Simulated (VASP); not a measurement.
Band structure of Ti₂Co (space group Fd-3m). Calculation: LDA (Ceperley-Alder, Perdew-Zunger), VASP's LDA PAW potentials (set 64) (plane waves; VASP 6.6.1).

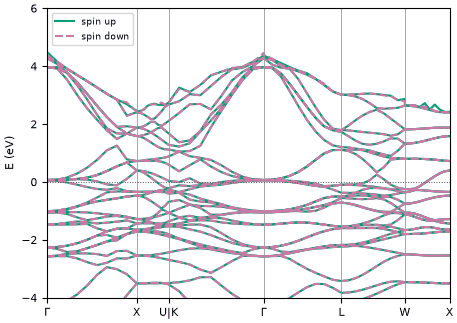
Figure. Bands along high-symmetry lines, zero at the valence-band maximum or, without a gap, the Fermi level

**Question.** Read the plot: is there a gap, and where are the band edges?

**Answer.** It has no gap at this level: it comes out as a metal or semimetal.

The structure comes from a measured Ti2Co entry of the Crystallography Open Database, whose conditions weren't checked. The cell was not relaxed at this level.
